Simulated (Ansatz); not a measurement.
**SiH3O2 (SMILES O[SiH]O) at UMP2/def2-TZVP**

Aim: the electronic atomisation energy of SiH3O2 at UMP2/def2-TZVP, from 4 runs. 

The results are computed with Ansatz 0.2.0.

24 further runs of the same task are left out: 24 set aside as unsound or not needed. Runs told in other sessions of the task aren't counted.

### 1 The structure to begin with

The species is SiH3O2 (6 atoms), meant as a doublet with charge 0. SMILES: `O[SiH]O`. The coordinates come from a PBE0-D4/def2-TZVP relaxation. This is one conformer, not always the lowest.

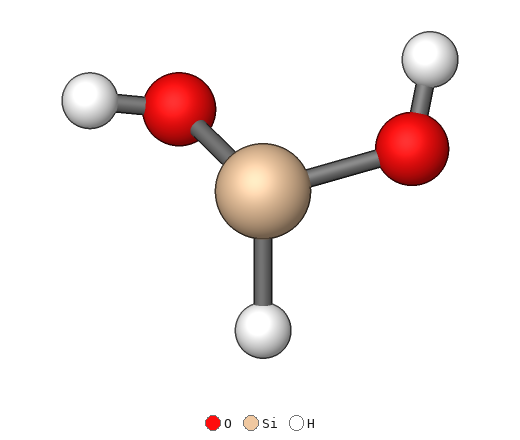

The structure, seen from a chosen angle (oxygen red, silicon light orange, hydrogen white).

### 2 The energy at UMP2/def2-TZVP

Input file job.yaml:

```yaml
crystal:
  periodic: [false, false, false]
  atoms:
    - symbol: O
      position_ang: [-1.186200, -0.443400, -0.202500]
    - symbol: Si
      position_ang: [0.358900, 0.083300, -0.457100]
    - symbol: O
      position_ang: [1.071000, 0.255000, 1.010900]
    - symbol: H
      position_ang: [-1.625300, -0.879000, -0.934700]
    - symbol: H
      position_ang: [0.393800, 1.459300, -1.043800]
    - symbol: H
      position_ang: [0.987700, -0.475200, 1.627200]
basis:
  gaussian:
    orbitals: def2-TZVP
magnetization:
  spin_polarized: true
  initial_magnetization: 1
correlation:
  method: mp2
  frozen_orbitals: {H: 0, O: 1, Si: 5}
accuracy: high
```

Launch:

```console
ansatz run job.yaml --threads 1 --pin off --max-ram 2610MiB --events-out events.jsonl --progress --plain --runs-dir runs
```

Log:

```text
Warning: RAYON_NUM_THREADS=1 ignored (pool sized by the plan → 1); use --threads N
Functional definition: HF
  name "HF"
  exchange = exact_x
  correlation = 0
2060 factors; integrals over basis functions are off by at most 3.5e-9 eV
mean field evaluation 1: about -11983.3793 eV, gradient 3.3e1 eV
mean field evaluation 2: about -11983.3930 eV, gradient 3.4e1 eV
mean field evaluation 4: about -11987.6274 eV, gradient 2.5e0 eV
mean field evaluation 8: about -11987.7209 eV, gradient 1.8e-1 eV
mean field evaluation 16: about -11987.7215 eV, gradient 1.7e-8 eV
mean field -11987.72145561 eV, -440.5406379241 hartree, gradient 1.7e-8 eV, S^2 0.754810; 0 other end points of the search recorded, 0 dependent functions left out
7 core orbitals not correlated: weight in the atoms' cores, before any rotation towards them, 1.000 or more for the frozen orbitals, at most 0.000 for the correlated occupied ones
reference -11987.72145561 eV, -440.5406379241 hartree; 10, 9 occupied and 100, 101 virtual orbitals, 2060 factors
second order -15.59941069 eV of doubles, -0.00000000 eV of singles
Total energy: -12003.32086629 eV, -441.1139056932 hartree
```

Wall time 6.6 s (1 thread of Arm Neoverse V1, shared host); peak memory 0.36 GiB.

### 3 The H atom: the energy at UHF/def2-TZVP

Input file in.yaml:

```yaml
crystal:
  periodic: [false, false, false]
  atoms:
    - symbol: H
      position_ang: [0.000000, 0.000000, 0.000000]
basis:
  gaussian: {orbitals: def2-TZVP}
hamiltonian: {xc: hf}
accuracy: high
magnetization: {spin_polarized: true, initial_magnetization: 1}
```

Run the same way, it converges to -0.49981 Eh (log not shown).

### 4 The O atom, same level

Input file in.yaml:

```yaml
crystal:
  periodic: [false, false, false]
  atoms:
    - {symbol: O, position_ang: [0.000000, 0.000000, 0.000000]}
basis:
  gaussian:
    orbitals: def2-TZVP
magnetization:
  spin_polarized: true
  initial_magnetization: 2
correlation:
  method: mp2
  frozen_orbitals: {O: 1}
accuracy: high
```

Launch:

```console
ansatz run in.yaml --threads 1 --pin off --max-ram 2610MiB --events-out events.jsonl --progress --plain --runs-dir runs
```

Log:

```text
Warning: RAYON_NUM_THREADS=1 ignored (pool sized by the plan → 1); use --threads N
[... 4 set-up lines as earlier in the session ...]
306 factors; integrals over basis functions are off by at most 3.5e-9 eV
mean field evaluation 1: about -2035.5219 eV, gradient 8.7e0 eV
mean field evaluation 2: about -2035.5238 eV, gradient 8.7e0 eV
mean field evaluation 4: about -2035.8305 eV, gradient 8.7e-1 eV
mean field evaluation 8: about -2035.8369 eV, gradient 9.3e-5 eV
mean field evaluation 16: about -2035.8368 eV, gradient 4.8e-3 eV
mean field evaluation 32: about -2035.8369 eV, gradient 1.2e-3 eV
mean field -2035.83687160 eV, -74.8156250913 hartree, gradient 1.4e-8 eV, S^2 2.008227; 3 other end points of the search recorded, 0 dependent functions left out
1 core orbitals not correlated: weight in the atoms' cores, before any rotation towards them, 1.000 or more for the frozen orbitals, at most 0.000 for the correlated occupied ones
reference -2035.83687160 eV, -74.8156250913 hartree; 4, 2 occupied and 26, 28 virtual orbitals, 306 factors
second order -3.85499304 eV of doubles, -0.00000000 eV of singles
Total energy: -2039.69186463 eV, -74.9572934725 hartree
```

It took 0.16 s on 1 thread of Arm Neoverse V1, shared host.

### 5 The Si atom, same level

Input file job.yaml:

```yaml
basis:
  gaussian:
    orbitals: def2-TZVP
crystal:
  periodic: [false, false, false]
  atoms:
    - {symbol: Si, position_ang: [0.000000, 0.000000, 0.000000]}
magnetization:
  spin_polarized: true
  initial_magnetization: 2
correlation:
  method: mp2
  frozen_orbitals: {Si: 5}
accuracy: high
```

Launch:

```console
ansatz run job.yaml --threads 1 --pin off --max-ram 2610MiB --events-out events.jsonl --progress --plain --runs-dir runs
```

Log:

```text
Warning: RAYON_NUM_THREADS=1 ignored (pool sized by the plan → 1); use --threads N
[... 4 set-up lines as earlier in the session ...]
365 factors; integrals over basis functions are off by at most 3.6e-9 eV
mean field evaluation 1: about -7859.7980 eV, gradient 4.0e0 eV
mean field evaluation 2: about -7859.8020 eV, gradient 4.0e0 eV
mean field evaluation 4: about -7860.0291 eV, gradient 2.5e-1 eV
mean field evaluation 8: about -7860.0305 eV, gradient 2.8e-3 eV
mean field evaluation 16: about -7860.0389 eV, gradient 3.9e-1 eV
mean field evaluation 32: about -7859.9732 eV, gradient 7.7e-1 eV
mean field -7860.03050919 eV, -288.8507934926 hartree, gradient 6.5e-8 eV, S^2 2.015098; 5 other end points of the search recorded, 0 dependent functions left out
5 core orbitals not correlated: weight in the atoms' cores, before any rotation towards them, 1.000 or more for the frozen orbitals, at most 0.000 for the correlated occupied ones
reference -7860.03050919 eV, -288.8507934926 hartree; 3, 1 occupied and 29, 31 virtual orbitals, 365 factors
second order -1.49425926 eV of doubles, -0.00000000 eV of singles
Total energy: -7861.52476845 eV, -288.9057065076 hartree
```

Wall time 0.32 s (1 thread of Arm Neoverse V1, shared host).

### 6 Results

Level: UMP2/def2-TZVP, 7 core orbitals frozen.

| quantity | value |
| --- | --- |
| molecule: total energy | -441.11391 Eh |
| molecule: correlation energy (7 core orbitals frozen) | -573.3 mEh |
| molecule: ⟨S²⟩ of the reference determinant | 0.755 |
| H atom: total energy | -0.49981 Eh |
| H atom: ⟨S²⟩ | 0.750 |
| O atom: total energy | -74.95729 Eh |
| O atom: correlation energy (1 core orbital frozen) | -141.7 mEh |
| O atom: ⟨S²⟩ of the reference determinant | 2.008 |
| Si atom: total energy | -288.90571 Eh |
| Si atom: correlation energy (5 core orbitals frozen) | -54.9 mEh |
| Si atom: ⟨S²⟩ of the reference determinant | 2.015 |
| electronic atomisation energy | 21.611 eV |

In words: Taking the molecule apart into free atoms costs 21.61 eV (2085 kJ/mol), before zero-point energy and without spin-orbit coupling.
